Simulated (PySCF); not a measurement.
# M06-2X/STO-3G run of AsH3 (arsine)

What is the vertical singlet–triplet gap of AsH3 (arsine) at M06-2X/STO-3G? 

The results are computed with PySCF 2.14.0.

10 further runs of the same task are left out: 1 that didn't finish, 9 set aside as unsound or not needed.

**1. The structure to begin with**

The species is AsH3 (4 atoms), meant as a singlet with charge 0. SMILES: `[AsH3]`. The coordinates come from a PBE0-D4/def2-TZVP relaxation.

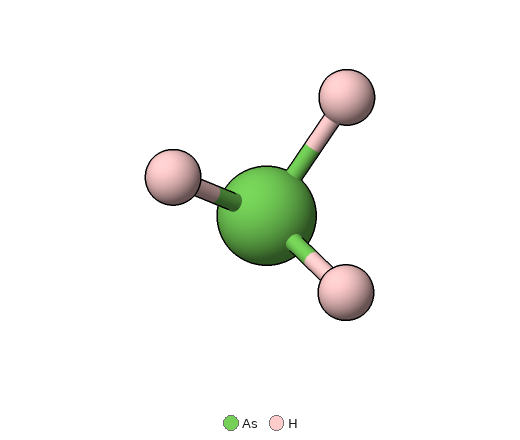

The structure, seen from a chosen angle (arsenic green, hydrogen pink).

**2. The energy at M06-2X/STO-3G**

mol.xyz reads:

```xyz
4

As    -0.215800     0.487600    -0.346000
H      0.349900     0.630300     1.059400
H     -1.068000    -0.705500     0.061100
H      0.933900    -0.412500    -0.774500
```

input.py reads:

```python
from pyscf import gto, dft

mol = gto.M(
    atom='mol.xyz',
    charge=0,
    basis='sto-3g',
    max_memory=1860,
    verbose=4,
)

calc0 = dft.RKS(mol)
calc0.xc = 'm06-2x'
calc0.conv_tol = 1e-10
calc0.grids.level = 5
calc0.kernel()
if not calc0.converged:
    calc0 = calc0.newton().run(calc0.mo_coeff, calc0.mo_occ)

e_tot = calc0.e_tot
print(f'total energy: {e_tot:.8f} hartree')
```

On the command line:

```
OMP_NUM_THREADS=1 python input.py
```

What it wrote:

```text
PySCF version 2.14.0

[INPUT] num. atoms = 4
[INPUT] num. electrons = 36
[INPUT] charge = 0
[INPUT] spin (= nelec alpha-beta = 2S) = 0
[INPUT] symmetry False subgroup None
[INPUT] Mole.unit = angstrom
[INPUT] Symbol           X                Y                Z      unit          X                Y                Z       unit  Magmom
[INPUT]  1 As    -0.215800000000   0.487600000000  -0.346000000000 AA   -0.407802897681   0.921430458338  -0.653845239100 Bohr   0.0
[INPUT]  2 H      0.349900000000   0.630300000000   1.059400000000 AA    0.661215170985   1.191094376313   2.001975856364 Bohr   0.0
[INPUT]  3 H     -1.068000000000  -0.705500000000   0.061100000000 AA   -2.018227501035  -1.333201780881   0.115462266211 Bohr   0.0
[INPUT]  4 H      0.933900000000  -0.412500000000  -0.774500000000 AA    1.764815227731  -0.779512026383  -1.463592883476 Bohr   0.0

nuclear repulsion = 35.1531779532257
number of shells = 11
number of NR pGTOs = 63
number of NR cGTOs = 21
basis = sto-3g
ecp = {}

******** <class 'pyscf.dft.rks.RKS'> ********
method = RKS
initial guess = minao
damping factor = 0
level_shift factor = 0
DIIS = <class 'pyscf.scf.diis.CDIIS'>
diis_start_cycle = 1
diis_space = 8
diis_damp = 0
SCF conv_tol = 1e-10
SCF conv_tol_grad = None
SCF max_cycles = 50
direct_scf = True
direct_scf_tol = 1e-13
XC library pyscf.dft.libxc version 7.0.0
    S. Lehtola, C. Steigemann, M. J.T. Oliveira, and M. A.L. Marques.,  SoftwareX 7, 1–5 (2018)
XC functionals = m06-2x
    Y. Zhao and D. G. Truhlar.,  Theor. Chem. Acc. 120, 215 (2008)
    Y. Zhao and D. G. Truhlar.,  Theor. Chem. Acc. 120, 215 (2008)
radial grids:
    Treutler-Ahlrichs [JCP 102, 346 (1995); DOI:10.1063/1.469408] (M4) radial grids

becke partition: Becke, JCP 88, 2547 (1988); DOI:10.1063/1.454033
pruning grids: <function nwchem_prune>
grids dens level: 5
symmetrized grids: False
atomic radii adjust function: <function treutler_atomic_radii_adjust>
small_rho_cutoff = 0
Set gradient conv threshold to 1e-05
Initial guess from minao.
tot grids = 115360
init E= -2209.32406073147
  HOMO = -0.509152597875956  LUMO = -0.048075604560294  gap/eV = 12.54654
cycle= 1 E= -2212.28532927866  delta_E= -2.96  |g|= 0.416  |ddm|= 1.95
  HOMO = -0.155121346741198  LUMO = 0.300671672455512  gap/eV = 12.40276
cycle= 2 E= -2212.3497066709  delta_E= -0.0644  |g|= 0.143  |ddm|= 1.04
  HOMO = -0.230240760626276  LUMO = 0.267162258054979  gap/eV = 13.53503
cycle= 3 E= -2212.35998839065  delta_E= -0.0103  |g|= 0.00779  |ddm|= 0.309
  HOMO = -0.228650800663664  LUMO = 0.267774891379189  gap/eV = 13.50843
cycle= 4 E= -2212.36001795047  delta_E= -2.96e-05  |g|= 0.000491  |ddm|= 0.0145
  HOMO = -0.228624079094932  LUMO = 0.267756947211595  gap/eV = 13.50722
cycle= 5 E= -2212.36001810705  delta_E= -1.57e-07  |g|= 1.49e-05  |ddm|= 0.00183
  HOMO = -0.228625672401541  LUMO = 0.26776031810459  gap/eV = 13.50735
cycle= 6 E= -2212.36001810719  delta_E= -1.36e-10  |g|= 8.78e-07  |ddm|= 4.59e-05
  HOMO = -0.228625715697021  LUMO = 0.267760233120099  gap/eV = 13.50735
cycle= 7 E= -2212.36001810718  delta_E= 4.09e-12  |g|= 8.41e-08  |ddm|= 1.96e-06
  HOMO = -0.228625708660319  LUMO = 0.267760238528895  gap/eV = 13.50735
Extra cycle  E= -2212.36001810718  delta_E= 2.73e-12  |g|= 1.78e-08  |ddm|= 1.66e-07
converged SCF energy = -2212.36001810718
total energy: -2212.36001811 hartree
```

Run time: 2.3 s. Hardware: 1 thread of Arm Neoverse V2, shared host; peak memory 0.19 GiB.

**3. The triplet at the same level**

calc.py reads:

```python
from pyscf import gto, dft

system = gto.M(
    atom='''
As      -0.215800       0.487600      -0.346000
H        0.349900       0.630300       1.059400
H       -1.068000      -0.705500       0.061100
H        0.933900      -0.412500      -0.774500
''',
    max_memory=1860,
    spin=2,
    verbose=3,
    basis='sto-3g',
)

myscf = dft.UKS(system, xc='m06-2x')
myscf.grids.level = 5
myscf.conv_tol = 1e-10
myscf.kernel()
if not myscf.converged:
    myscf = myscf.newton().run(myscf.mo_coeff, myscf.mo_occ)

e_tot = myscf.e_tot
print(f'total energy: {e_tot:.8f} hartree')
```

On the command line:

```
OMP_NUM_THREADS=1 python calc.py
```

What it wrote:

```text
WARN: HOMO -0.0480756045603073 >= LUMO -0.509152597875966

WARN: HOMO 0.128289854784311 >= LUMO 0.00193544553728592

WARN: HOMO 0.102812073606941 >= LUMO -0.0402985159824576

WARN: HOMO 0.103111060962651 >= LUMO -0.035443659044232

WARN: HOMO 0.101952021545587 >= LUMO -0.0351176498841972

WARN: HOMO 0.101477696847711 >= LUMO -0.0352649136922524

WARN: HOMO 0.101223374283286 >= LUMO -0.0351278480892328

WARN: HOMO 0.101064180777786 >= LUMO -0.0350208319187635

WARN: HOMO 0.101030469386816 >= LUMO -0.0350121821370515

WARN: HOMO 0.0966382961929672 >= LUMO -0.0347478248980312

WARN: HOMO 0.0940200177217013 >= LUMO -0.0342100784341934

WARN: HOMO 0.0925691850925117 >= LUMO -0.0339574988521955

WARN: HOMO 0.099214188729292 >= LUMO -0.0351625243008193

WARN: HOMO 0.101088879393023 >= LUMO -0.0352964819349366

WARN: HOMO 0.101801350428276 >= LUMO -0.0354412042314038

WARN: HOMO 0.101919022907229 >= LUMO -0.0354761232953588

WARN: HOMO 0.102075230014633 >= LUMO -0.0354995615354107

WARN: HOMO 0.102043455135927 >= LUMO -0.0354951994689531

WARN: HOMO 0.102047589685128 >= LUMO -0.035495791074272

WARN: HOMO 0.102046853583811 >= LUMO -0.0354957619534184

converged SCF energy = -2212.03479568792  <S^2> = 2.0038743  2S+1 = 3.0025818
total energy: -2212.03479569 hartree
```

Run time: 8.7 s. Hardware: 1 thread of Arm Neoverse V2, shared host; peak memory 0.21 GiB.

**4. Results**

Level: M06-2X/STO-3G.

| quantity | value |
| --- | --- |
| singlet: total energy | -2212.36002 Eh |
| singlet: dipole moment | 0.96 D |
| singlet: HOMO energy | -6.22 eV |
| singlet: LUMO energy | 7.29 eV |
| singlet: HOMO–LUMO gap | 13.51 eV |
| triplet: total energy | -2212.03480 Eh |
| triplet: dipole moment | 1.39 D |
| triplet: ⟨S²⟩ | 2.004 |
| vertical energy of the triplet above the singlet | 8.850 eV |

**Reading.** At this shape the triplet lies 8.85 eV (204 kcal/mol) above the singlet. In a minimal basis such a difference can be off by several eV, whatever the method. Mulliken charges (singlet) run from -0.07 on H3 to +0.22 on As1. Mulliken charges (triplet) run from -0.14 on H2 to +0.32 on As1; they depend strongly on the basis.
